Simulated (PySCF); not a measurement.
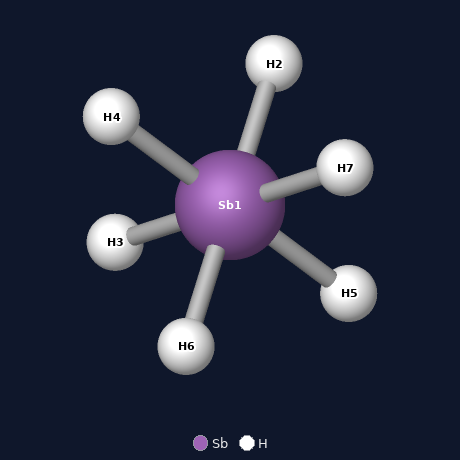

Rigid scan of SbH₆⁻, singlet, from a minimum of the shape that electron-pair counting expects: all bonds to atom 1 scaled (atom 1 is the central atom). PBE0/def2-TZVPD (ECP), PySCF, restricted determinant, no spin-orbit coupling; energies counted from the minimum. Splines pass through the computed points, which are marked.

Q: What does it cost to go to either end of the scan?

A: 216.4 kJ/mol at 0.88 and 588.3 kJ/mol at 1.35.

Q: Give the computed values.

A: In kJ/mol:
```csv
scale of the bond length,PBE0
0.88,216.4
0.92,86.3
0.96,19.5
1.00,0.0
1.04,15.7
1.08,56.9
1.14,150.8
1.22,309.2
1.35,588.3
```

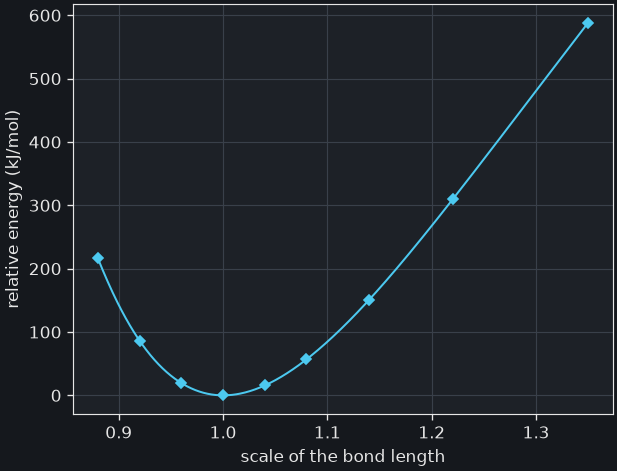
